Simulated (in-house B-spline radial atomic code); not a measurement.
# Tl²⁺: density, ELF and screening along the radius

How do the shells of Tl²⁺ show in real space, and how much do the settings move them?

Method: several methods, spin-polarised, as named in each step; spherical all-electron atom at the radial basis limit. Code: in-house B-spline radial atomic code version 1.

## (1) What is computed

```
element       : thallium (Z = 81)
charge        : +2
electrons     : 79
configuration : [Xe] 4f14 5d10 6s1
nucleus       : point (non-relativistic runs) or finite (X2C runs)
```

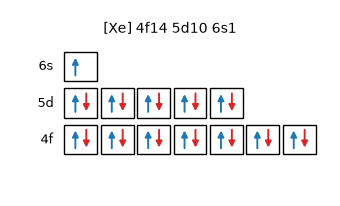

The shells outside the core, filled by Hund's rule for the drawing.

Where spins are not typed, each open shell is filled with up spins first.

## (2) BHandHLYP, non-rel.

Settings of the run:

```ini
Z = 81
electrons = 79.0
configuration = [Xe] 4f14 5d10 6s1
hamiltonian = nr
method = bhandhlyp
spin_polarised = True
```

The run is started by

```bash
$ python run_scf.py task.json out
```

One command runs all members of the session, one after another, from task.json.

Results of the run (chosen fields of its result record, rounded):

```text
{
  "status": "converged",
  "scf [iteration, energy, orbital gradient]": [
    [1, -18963.5836254, 1.07],
    [2, -18964.6232081, 0.224],
    [3, -18965.4617784, 0.0357],
    [4, -18965.464815, 0.0149],
    [5, -18965.4654423, 0.00256],
    [6, -18965.4654605, 0.00018],
    [7, -18965.465461, 2.69e-05],
    [8, -18965.465461, 8.25e-06],
    [9, -18965.465461, 1.34e-06],
    [10, -18965.465461, 1.57e-07]
  ],
  "energy [hartree]": {"total": -18965.465461, "kinetic": 18961.6793881, "nuclear": -45100.4319724, "coulomb": 7529.53247945, "exact_exchange": -175.913063083, "xc": -180.332293033},
  "orbitals [hartree, bohr; first row names the columns]": [
    ["name", "occ", "eps", "<r>", "<r^2>", "<1/r>", "r_max", "density_at_nucleus", "spin_orbit_zeta"],
    ["1s up", 1.0, -2841.2833, 0.018687, 0.00046658, 80.448, 0.012403, 166900.0, "-"],
    ["1s down", 1.0, -2841.282, 0.018687, 0.00046658, 80.448, 0.012403, 166900.0, "-"],
    ["2s up", 1.0, -480.53733, 0.078604, 0.0072401, 18.969, 0.067339, 18528.0, "-"],
    ["2s down", 1.0, -480.53631, 0.078604, 0.0072402, 18.968, 0.067339, 18528.0, "-"],
    ["2p up", 3.0, -462.21264, 0.066434, 0.0053423, 18.992, 0.052236, "-", 39.585],
    ["2p down", 3.0, -462.21222, 0.066434, 0.0053423, 18.992, 0.052236, "-", 39.585],
    ["3s up", 1.0, -115.49997, 0.19779, 0.044567, 7.3771, 0.18359, 4177.1, "-"],
    ["3s down", 1.0, -115.49824, 0.19779, 0.044568, 7.377, 0.18359, 4177.0, "-"],
    ["3p up", 3.0, -106.79545, 0.1884, 0.041017, 7.3269, 0.17265, "-", 8.6682],
    ["3p down", 3.0, -106.79464, 0.1884, 0.041017, 7.3269, 0.17265, "-", 8.6681],
    ["3d up", 5.0, -90.656516, 0.16441, 0.031542, 7.2542, 0.13553, "-", 1.4002],
    ["3d down", 5.0, -90.656148, 0.16441, 0.031542, 7.2542, 0.13553, "-", 1.4002],
    ["4s up", 1.0, -26.326887, 0.43288, 0.21091, 3.2434, 0.40785, 1046.8, "-"],
    ["4s down", 1.0, -26.323581, 0.43291, 0.21094, 3.2431, 0.40787, 1046.6, "-"],
    ["4p up", 3.0, -22.498712, 0.43624, 0.21577, 3.1555, 0.40678, "-", 2.0689],
    ["4p down", 3.0, -22.497175, 0.43623, 0.21576, 3.1555, 0.40678, "-", 2.0689],
    ["4d up", 5.0, -15.46375, 0.44183, 0.22489, 2.9767, 0.39856, "-", 0.29511],
    ["4d down", 5.0, -15.462806, 0.44182, 0.22487, 2.9768, 0.39856, "-", 0.29513],
    ["5s up", 1.0, -4.8484963, 0.97766, 1.0702, 1.3553, 0.89558, 205.79, "-"],
    ["5s down", 1.0, -4.8403394, 0.97856, 1.0721, 1.3536, 0.89625, 205.11, "-"],
    ["5p up", 3.0, -3.5455864, 1.055, 1.2554, 1.246, 0.94501, "-", 0.35698],
    ["5p down", 3.0, -3.5418694, 1.0535, 1.251, 1.2472, 0.94507, "-", 0.35757],
    ["4f up", 7.0, -5.9355829, 0.45634, 0.24867, 2.6523, 0.35375, "-", 0.050695],
    ["4f down", 7.0, -5.9347246, 0.45632, 0.24865, 2.6523, 0.35375, "-", 0.0507],
    ["5d up", 5.0, -1.4469737, 1.337, 2.0723, 0.97375, 1.1033, "-", 0.032639],
    ["5d down", 5.0, -1.4396992, 1.3303, 2.0496, 0.97815, 1.1017, "-", 0.032965],
    ["6s up", 1.0, -0.87743401, 2.573, 7.4036, 0.48556, 2.2753, 24.214, "-"]
  ],
  "sum_r [bohr^k]": {"-1": 556.7955, "1": 42.24427, "2": 45.81913},
  "density_at_nucleus [bohr^-3]": 381731.5,
  "spin_density_at_nucleus [bohr^-3]": 25.53362,
  "mass_velocity [hartree]": -3663.147,
  "darwin [hartree]": 2586.387,
  "radius_at_0.001 [bohr]": 3.753,
  "radius_enclosing_fraction [bohr]": {"0.5": 0.3688, "0.9": 1.258, "0.99": 2.518},
  "slater [hartree]": {
    "F0(5d up,5d up)": 0.67612,
    "F2(5d up,5d up)": 0.35335,
    "F4(5d up,5d up)": 0.2354,
    "F0(5d up,5d down)": 0.67777,
    "F2(5d up,5d down)": 0.35447,
    "F4(5d up,5d down)": 0.23626,
    "F0(5d up,6s up)": 0.42183,
    "G2(5d up,6s up)": 0.06432,
    "F0(5d down,5d down)": 0.67944,
    "F2(5d down,5d down)": 0.35561,
    "F4(5d down,5d down)": 0.23712,
    "F0(5d down,6s up)": 0.42216,
    "F0(6s up,6s up)": 0.35008
  }
}
```

Run time: 0.51 s. Hardware: 1 thread, shared host.

radius_at_0.001 is where the density falls to 0.001 electrons per bohr³.

The record's radial tables, every 2nd point:

```
r (bohr)  4πr²n (1/bohr)      ELF  screened charge r·V (e)  reduced gradient s  4πr²(n↑−n↓)
 0.00361           34.86   0.9982                    79.02              0.4367     0.002267
 0.00564           61.39   0.9956                    77.95              0.4835     0.003810
 0.00882           90.64   0.9825                    76.37              0.5595     0.004907
  0.0138           104.5   0.8813                    74.10              0.6612     0.003513
  0.0216           96.86   0.4449                    70.89              0.6389     -0.00004
  0.0337           108.5   0.4071                    66.45              0.3121     0.003292
  0.0527           145.2   0.7126                    60.44              0.3329      0.01108
  0.0824           127.6   0.4550                    52.89              0.4313    -0.004143
   0.129           133.6   0.5618                    43.76              0.2274      0.01558
   0.202           106.9   0.5365                    33.73              0.4680     0.002514
   0.315           87.78   0.4928                    23.57              0.1578      0.03394
   0.493           68.36   0.6554                    14.53              0.4959    -0.002291
   0.771           24.86   0.3167                    8.418              0.3895       0.1025
    1.20           17.15   0.7155                    4.245              0.5355     -0.03606
    1.88           4.319   0.3223                    2.479               1.106       0.4600
    2.95          0.6352   0.1913                    2.059               2.041       0.3841
    4.61         0.04134   0.2853                    2.002               6.630      0.03867
    7.20       0.0002686  0.07876                    2.000               51.29    0.0002674
```

## (3) LC-ωPBE, non-rel.

Settings of the run:

```ini
Z = 81
electrons = 79.0
configuration = [Xe] 4f14 5d10 6s1
hamiltonian = nr
method = lc_wpbe
spin_polarised = True
```

Main fields:

```text
{
  "status": "converged",
  "iterations": 10,
  "energy [hartree]": {"total": -18964.2560498, "kinetic": 18959.6432739, "nuclear": -45097.0011225, "coulomb": 7528.06487017, "exact_exchange": -17.385035442, "xc": -337.578035995},
  "orbitals [hartree, bohr; first row names the columns]": [
    ["name", "occ", "eps", "<r>"],
    ["1s up", 1.0, -2830.3382, 0.018686],
    ["1s down", 1.0, -2830.3375, 0.018686],
    ["2s up", 1.0, -476.03018, 0.078624],
    ["2s down", 1.0, -476.02998, 0.078624],
    ["2p up", 3.0, -458.15433, 0.066419],
    ["2p down", 3.0, -458.15406, 0.066419],
    ["3s up", 1.0, -113.41427, 0.19797],
    ["3s down", 1.0, -113.4139, 0.19797],
    ["3p up", 3.0, -104.94286, 0.18846],
    ["3p down", 3.0, -104.94248, 0.18846],
    ["3d up", 5.0, -89.150486, 0.16436],
    ["3d down", 5.0, -89.150207, 0.16436],
    ["4s up", 1.0, -25.362121, 0.43371],
    ["4s down", 1.0, -25.361437, 0.4337],
    ["4p up", 3.0, -21.663907, 0.43688],
    ["4p down", 3.0, -21.663181, 0.43687],
    ["4d up", 5.0, -14.850259, 0.44237],
    ["4d down", 5.0, -14.849505, 0.44235],
    ["5s up", 1.0, -4.6520544, 0.97614],
    ["5s down", 1.0, -4.6498397, 0.97636],
    ["5p up", 3.0, -3.4357507, 1.0551],
    ["5p down", 3.0, -3.4326587, 1.053],
    ["4f up", 7.0, -5.651088, 0.45728],
    ["4f down", 7.0, -5.650246, 0.45725],
    ["5d up", 5.0, -1.4697753, 1.339],
    ["5d down", 5.0, -1.4611892, 1.3294],
    ["6s up", 1.0, -0.93684997, 2.5405]
  ],
  "sum_r [bohr^k]": {"-1": 556.7531, "1": 42.23697, "2": 45.72139}
}
```

Run time: 3.4 s. Hardware: 1 thread, shared host.

The record's radial tables, every 4th point:

```
r (bohr)  4πr²n (1/bohr)     ELF  screened charge r·V (e)  reduced gradient s  4πr²(n↑−n↓)
 0.00360           34.72  0.9982                    79.02              0.4366     0.002357
 0.00878           90.38  0.9828                    76.39              0.5586     0.005106
  0.0215           96.94  0.4495                    70.93              0.6410   -0.0001973
  0.0524           144.9  0.7113                    60.53              0.3306      0.01101
   0.128           133.1  0.5538                    43.94              0.2265      0.01385
   0.312           87.13  0.4783                    23.79              0.1592      0.02994
   0.763           25.16  0.3097                    8.542              0.4005      0.09866
    1.86           4.527  0.3370                    2.495               1.082       0.4738
    4.55         0.04385  0.2465                    2.002               6.422      0.04050
```

## (4) LDA (VWN5), X2C

Settings of the run:

```ini
Z = 81
electrons = 79.0
configuration = [Xe] 4f14 5d10 6s1
hamiltonian = x2c
method = lda,vwn
spin_polarised = True
nucleus = fermi
rms_radius = 5.4759
mass_number = 205
atomic_mass = 204.974427318
speed_of_light = 137.035999084
```

Main fields:

```text
{
  "status": "converged",
  "iterations": 10,
  "energy [hartree]": {"total": -20236.5880829, "kinetic": 23447.1328834, "nuclear": -51114.6791635, "coulomb": 7804.75204649, "xc": -373.793849255},
  "orbitals [hartree, bohr; first row names the columns]": [
    ["name", "occ", "eps", "<r>"],
    ["1s up", 1.0, -3131.7446, 0.015474],
    ["1s down", 1.0, -3131.7431, 0.015474],
    ["2s up", 1.0, -558.10909, 0.067923],
    ["2s down", 1.0, -558.10859, 0.067923],
    ["2p up", 3.0, -482.84372, 0.061697],
    ["2p down", 3.0, -482.84326, 0.061697],
    ["3s up", 1.0, -133.73611, 0.17718],
    ["3s down", 1.0, -133.73553, 0.17718],
    ["3p up", 3.0, -111.94041, 0.17844],
    ["3p down", 3.0, -111.93985, 0.17844],
    ["3d up", 5.0, -88.1896, 0.16242],
    ["3d down", 5.0, -88.189118, 0.16242],
    ["4s up", 1.0, -30.334296, 0.392],
    ["4s down", 1.0, -30.333439, 0.392],
    ["4p up", 3.0, -23.138766, 0.41685],
    ["4p down", 3.0, -23.137806, 0.41684],
    ["4d up", 5.0, -14.400738, 0.44025],
    ["4d down", 5.0, -14.399653, 0.44024],
    ["5s up", 1.0, -5.4656314, 0.87758],
    ["5s down", 1.0, -5.4634802, 0.87731],
    ["5p up", 3.0, -3.4803219, 1.005],
    ["5p down", 3.0, -3.4768051, 1.0038],
    ["4f up", 7.0, -4.861456, 0.46801],
    ["4f down", 7.0, -4.8602702, 0.46797],
    ["5d up", 5.0, -1.2319515, 1.3696],
    ["5d down", 5.0, -1.2202528, 1.3603],
    ["6s up", 1.0, -0.96018126, 2.2631]
  ],
  "sum_r [bohr^k]": {"-1": 656.6172, "1": 41.51965, "2": 44.10954}
}
```

Wall time 0.41 s (1 thread, shared host).

The record's radial tables, every 4th point:

```
r (bohr)  4πr²n (1/bohr)      ELF  screened charge r·V (e)  reduced gradient s  4πr²(n↑−n↓)
 0.00349           73.45   0.9982                    78.82              0.6854     0.006964
 0.00844           117.0   0.9677                    76.13              0.7057     0.007657
  0.0204           99.22   0.3453                    70.81              0.6046   -0.0003067
  0.0494           153.0   0.7414                    60.74              0.3776      0.01279
   0.119           135.1   0.5603                    44.95              0.2098      0.02099
   0.289           84.01   0.4187                    25.23              0.1624      0.04364
   0.698           29.72   0.3187                    9.422              0.4759       0.1301
    1.69           6.420   0.4247                    2.687              0.8901       0.5378
    4.08         0.06014  0.05462                    2.003               6.382      0.04295
```

## (5) PBE, X2C

Settings: those of step 4 with these lines changed.

```diff
@@ -4,3 +4,3 @@
 hamiltonian = x2c
-method = lda,vwn
+method = pbe,pbe
 spin_polarised = True
```

Main fields:

```text
{
  "status": "converged",
  "iterations": 10,
  "energy [hartree]": {"total": -20248.8452675, "kinetic": 23471.8526106, "nuclear": -51140.4646943, "coulomb": 7805.94862807, "xc": -386.181811944},
  "orbitals [hartree, bohr; first row names the columns]": [
    ["name", "occ", "eps", "<r>"],
    ["1s up", 1.0, -3134.6265, 0.01546],
    ["1s down", 1.0, -3134.6252, 0.01546],
    ["2s up", 1.0, -558.55848, 0.067874],
    ["2s down", 1.0, -558.5581, 0.067874],
    ["2p up", 3.0, -482.9529, 0.061681],
    ["2p down", 3.0, -482.95254, 0.061681],
    ["3s up", 1.0, -133.85363, 0.17702],
    ["3s down", 1.0, -133.8531, 0.17702],
    ["3p up", 3.0, -111.96167, 0.17835],
    ["3p down", 3.0, -111.96116, 0.17835],
    ["3d up", 5.0, -88.176114, 0.16239],
    ["3d down", 5.0, -88.175707, 0.16238],
    ["4s up", 1.0, -30.385305, 0.3917],
    ["4s down", 1.0, -30.384516, 0.39169],
    ["4p up", 3.0, -23.161516, 0.41654],
    ["4p down", 3.0, -23.160605, 0.41653],
    ["4d up", 5.0, -14.399622, 0.43998],
    ["4d down", 5.0, -14.398538, 0.43997],
    ["5s up", 1.0, -5.4502781, 0.87868],
    ["5s down", 1.0, -5.448543, 0.87841],
    ["5p up", 3.0, -3.4690397, 1.0061],
    ["5p down", 3.0, -3.4659338, 1.0047],
    ["4f up", 7.0, -4.8417593, 0.46796],
    ["4f down", 7.0, -4.8405526, 0.46793],
    ["5d up", 5.0, -1.2228601, 1.3685],
    ["5d down", 5.0, -1.2097159, 1.3578],
    ["6s up", 1.0, -0.94627571, 2.274]
  ],
  "sum_r [bohr^k]": {"-1": 657.0012, "1": 41.51334, "2": 44.11663}
}
```

Run time: 0.44 s. Hardware: 1 thread, shared host.

Fields along the radius, from the same record (one point in 4):

```csv
r (bohr),4πr²n (1/bohr),ELF,screened charge r·V (e),reduced gradient s,4πr²(n↑−n↓)
0.00350,73.79,0.9981,78.81,0.6854,0.006925
0.00846,117.1,0.9674,76.12,0.7065,0.007567
0.0205,99.17,0.3425,70.77,0.6006,-0.0003283
0.0495,153.1,0.7416,60.71,0.3787,0.01219
0.120,135.8,0.5699,44.77,0.2106,0.02002
0.290,84.18,0.4236,25.15,0.1596,0.04075
0.701,29.42,0.3180,9.369,0.4723,0.1257
1.70,6.283,0.4197,2.669,0.9025,0.5507
4.10,0.06062,0.05874,2.003,6.225,0.04433
```

## (6) Results

| run | total energy (hartree) | highest level (eV) | radius holding 50 / 90 / 99 % (bohr) | radius at n = 0.001 (bohr) | ELF minima on the full grid (bohr) |
| --- | --- | --- | --- | --- | --- |
| BHandHLYP, non-rel. | -18965.4655 | -23.876 | 0.369 / 1.26 / 2.52 | 3.75 | 0.027, 0.10, 0.25, 0.77, 2.4 |
| LC-ωPBE, non-rel. | -18964.2560 | -25.493 | 0.369 / 1.26 / 2.51 | 3.73 | 0.027, 0.10, 0.25, 0.76, 2.9 |
| LDA (VWN5), X2C | -20236.5881 | -26.128 | 0.363 / 1.24 / 2.45 | 3.60 | 0.025, 0.096, 0.23, 0.70 |
| PBE, X2C | -20248.8453 | -25.749 | 0.363 / 1.24 / 2.45 | 3.61 | 0.025, 0.096, 0.23, 0.70 |

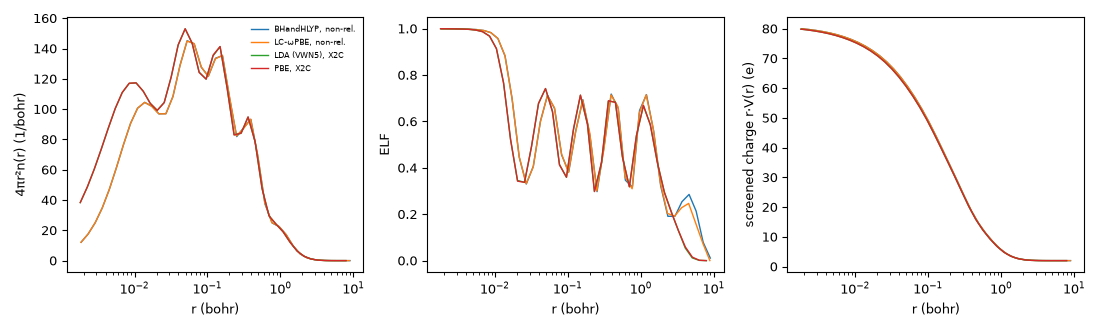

Radial density, ELF and screened nuclear charge of all runs.

**Reading.** In the first run ELF has 5 minima on the grid, which mark the borders between shells. On the record's full grid the screened charge (r times the electrostatic potential) falls from 80.9 near the nucleus to 2.00 at 9.0 bohr; far out it tends to the net charge, 2. The radius that holds 99 % of the electrons runs from 2.45 bohr (LDA (VWN5), X2C) to 2.52 bohr (BHandHLYP, non-rel.). The grid is coarse (about 25 % a step), so the places of minima are rough. For X2C runs ELF uses the non-relativistic kinetic energy density, and the fields carry no picture-change correction.
